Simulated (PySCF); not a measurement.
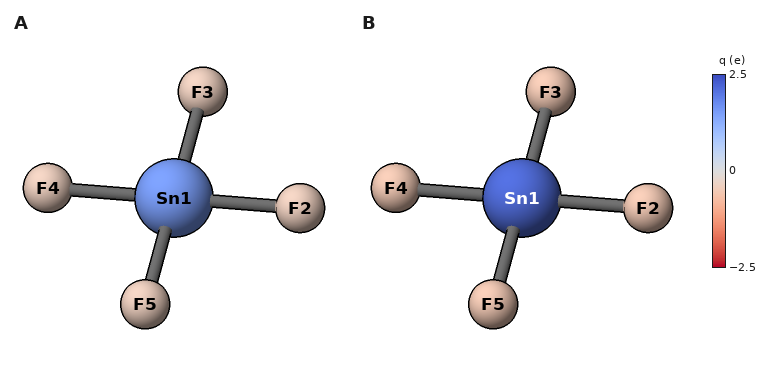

Atomic charges of one calculation by 2 schemes, on one colour scale. The computed geometry is a stationary point of PBE0/def2-SVP with core potentials, a saddle point of order 1. Level of theory: PBE0/def2-SVP, core potentials on Sn (PySCF 2.14.0).

Question: The schemes are Mulliken, atomic polar tensor. Which panel shows which?

Answer: A Mulliken, B atomic polar tensor.

List the charges (e), one line for each set of equivalent atoms.

```json
{"atom": "Sn1", "Mulliken": "1.49", "atomic polar tensor": "2.10"}
{"atom": "F2, F3, F4…", "Mulliken": "−0.37", "atomic polar tensor": "−0.52"}
```

This isn't the lowest structure that the search found: a singlet minimum of Td symmetry lies 119 kJ/mol lower at the level of the geometry.
